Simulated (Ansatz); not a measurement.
# SiO2 (SMILES O=[Si]=O) at 6 levels

We compute a comparison of 6 runs (B3LYP/STO-3G, BLYP/STO-3G, PBE/STO-3G, revPBE/STO-3G, MP2/STO-3G, CCSD/STO-3G) of SiO2. 

The calculation is run with Ansatz 0.2.0.

35 further runs of the same task are left out: 5 that didn't finish, 30 set aside as unsound or not needed.

**1. Starting point**

SiO2: 3 atoms, total charge 0, spin state singlet. SMILES: `O=[Si]=O`. The Si2–O1 distance was set to 3.765 Å, away from the relaxed value. At this shape a bond of the SMILES string is far longer than usual.

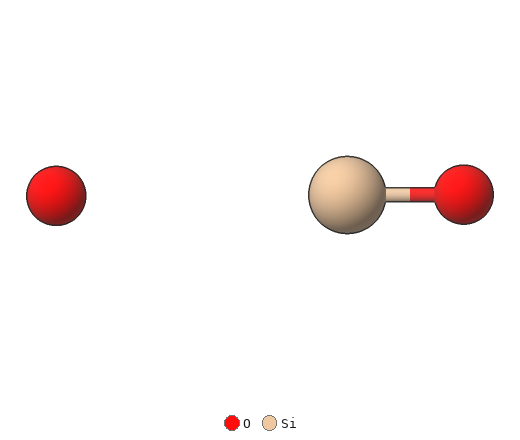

The structure, seen from a chosen angle (oxygen red, silicon light orange).

**2. The energy at B3LYP/STO-3G (run 1)**

in.yaml reads:

```yaml
crystal:
  periodic: [false, false, false]
  atoms:
    - {symbol: O, position_ang: [1.744358, 3.074031, 1.296913]}
    - {symbol: Si, position_ang: [-0.000010, 0.000000, -0.000000]}
    - {symbol: O, position_ang: [-0.697730, -1.229610, -0.518760]}
basis:
  gaussian: {orbitals: STO-3G}
hamiltonian: {xc: {name: B3LYP}}
accuracy: high
total_charge: 0
```

Run with:

```sh
ansatz run in.yaml --threads 1 --pin off --max-ram 3480MiB --events-out events.jsonl --progress --plain --runs-dir runs
```

The program printed:

```text
Warning: RAYON_NUM_THREADS=1 ignored (pool sized by the plan → 1); use --threads N
Functional definition: B3LYP
  name "B3LYP"
  parameter a0 = 0.2
  parameter ax = 0.72
  parameter ac = 0.81
  exchange = (1 - a0 - ax)*slater_x + ax*b88_x + a0*exact_x
  correlation = (1 - ac)*vwn_rpa_c + ac*lyp_c
302 factors; integrals over basis functions are off by at most 2.2e-8 eV
mean field evaluation 1: about -11801.6141 eV, gradient 5.2e1 eV
mean field evaluation 2: about -11594.1782 eV, gradient 2.2e1 eV
mean field evaluation 4: about -11747.4338 eV, gradient 8.4e1 eV
mean field evaluation 8: about -11815.1299 eV, gradient 4.0e-2 eV
mean field evaluation 16: about -11815.1192 eV, gradient 8.0e-8 eV
mean field evaluation 32: about -11815.1185 eV, gradient 2.5e-3 eV
mean field -11815.11923440 eV, -434.1976232887 hartree, gradient 1.8e-8 eV, S^2 0.000000; 4 other end points of the search recorded, 0 dependent functions left out
reference -11815.11925823 eV, -434.1976241645 hartree; 15, 15 occupied and 4, 4 virtual orbitals, 302 factors
Total energy: -11815.11925823 eV, -434.1976241645 hartree
```

Run time: 2.8 s. Hardware: 1 thread of Arm Neoverse V2, shared host.

**3. A single-point energy at BLYP/STO-3G (run 2)**

Edit in.yaml of step 2 so:

```diff
@@ -7,5 +7,6 @@
 basis:
-  gaussian: {orbitals: STO-3G}
-hamiltonian: {xc: {name: B3LYP}}
+  gaussian:
+    orbitals: STO-3G
+hamiltonian:
+  xc: {name: BLYP}
 accuracy: high
-total_charge: 0
```

Run with:

```sh
ansatz run in.yaml --threads 1 --pin off --max-ram 3480MiB --events-out events.jsonl --progress --plain --runs-dir runs
```

The program printed:

```text
Warning: RAYON_NUM_THREADS=1 ignored (pool sized by the plan → 1); use --threads N
Functional definition: BLYP
  name "BLYP"
  parameter beta = 0.0042
  parameter a = 0.04918
  parameter b = 0.132
  parameter c = 0.2533
  parameter d = 0.349
  exchange = b88_x(beta = beta)
  correlation = lyp_c(a = a, b = b, c = c, d = d)
302 factors; integrals over basis functions are off by at most 2.2e-8 eV
mean field evaluation 1: about -11807.2877 eV, gradient 3.8e1 eV
mean field evaluation 2: about -11724.1503 eV, gradient 1.4e2 eV
mean field evaluation 4: about -11743.1540 eV, gradient 9.3e1 eV
mean field evaluation 8: about -11813.4746 eV, gradient 9.4e-3 eV
mean field evaluation 16: about -11813.4574 eV, gradient 5.3e-7 eV
mean field evaluation 32: about -11795.5102 eV, gradient 6.0e1 eV
mean field evaluation 64: about -11813.4172 eV, gradient 6.8e-1 eV
mean field -11813.45743295 eV, -434.1365532120 hartree, gradient 2.3e-9 eV, S^2 0.000000; 8 other end points of the search recorded, 0 dependent functions left out
reference -11813.45746551 eV, -434.1365544086 hartree; 15, 15 occupied and 4, 4 virtual orbitals, 302 factors
Total energy: -11813.45746551 eV, -434.1365544086 hartree
```

It took 2.9 s on 1 thread of Arm Neoverse V2, shared host.

Runs 3 to 5 aren't shown in full; the table further down has their settings and results.

**4. The energy at CCSD/STO-3G (run 6)**

run.yaml reads:

```yaml
crystal:
  periodic: [false, false, false]
  atoms:
    - {symbol: O, position_ang: [1.744358, 3.074031, 1.296913]}
    - {symbol: Si, position_ang: [-0.000010, 0.000000, -0.000000]}
    - {symbol: O, position_ang: [-0.697730, -1.229610, -0.518760]}
basis:
  gaussian: {orbitals: STO-3G}
correlation: {method: ccsd, frozen_orbitals: {O: 1, Si: 5}}
accuracy: high
scf: {omitted_lower_state_checks: [cluster_reference, increment]}
```

Run with:

```sh
ansatz run run.yaml --threads 1 --pin off --max-ram 3480MiB --events-out events.jsonl --progress --plain --runs-dir runs
```

The program printed, shortened:

```text
Warning: RAYON_NUM_THREADS=1 ignored (pool sized by the plan → 1); use --threads N
Functional definition: HF
  name "HF"
[...]
302 factors; integrals over basis functions are off by at most 2.2e-8 eV
[...]
mean field -11784.18859122 eV, -433.0609431175 hartree, gradient 4.1e-8 eV, S^2 0.000000; 8 other end points of the search recorded, 0 dependent functions left out; unrestricted orbitals would lower it
7 core orbitals not correlated: weight in the atoms' cores, before any rotation towards them, 1.000 or more for the frozen orbitals, at most 0.000 for the correlated occupied ones
reference -11784.18859122 eV, -433.0609431175 hartree; 8, 8 occupied and 4, 4 virtual orbitals, 302 factors
second order -4.27087774 eV of doubles, -0.00000000 eV of singles
cycle   1  -3.52006418 eV  change    7.5e-1 eV  update   2.1e-1
[...]
cycle  35  -4.83822247 eV  change   2.4e-10 eV  update   1.5e-9
Total energy: -11789.02681369 eV, -433.2387445136 hartree
Checks for a lower state left out: cluster_reference, increment
```

Run time: 0.26 s. Hardware: 1 thread of Arm Neoverse V2, shared host.

**5. All runs side by side**

```tsv
run	level	frozen core orbitals	energy (Eh)	wall time
1	B3LYP/STO-3G	–	-434.197624	2.8 s
2	BLYP/STO-3G	–	-434.136554	2.9 s
3	PBE/STO-3G	–	-433.882793	2.6 s
4	revPBE/STO-3G	–	-434.108245	2.2 s
5	MP2/STO-3G	7	-433.217895	0.34 s
6	CCSD/STO-3G	7	-433.238745	0.26 s
```

**6. Results**

| quantity | value |
| --- | --- |
| run 6: total energy | -433.23874 Eh |
| run 6: correlation energy (7 core orbitals frozen) | -177.8 mEh |
| run 6: T1 diagnostic | 0.030 |

In words: Totals of different functionals can't be ranked against each other. In run 6 the T1 diagnostic is large, so a single reference may not serve. In runs 5, 6 the log says that unrestricted orbitals would lower the reference, so the values rest on an unstable closed-shell determinant (other closed-shell runs at this shape may share the fault). In runs 1, 2, 3, 4, 5, 6 the basis is minimal, so the values are rough. In runs 1, 2, 3, 4, 5, 6 a closed-shell determinant meets a far-stretched bond, which it describes badly. All runs together took 11 s, the longest 2.9 s.
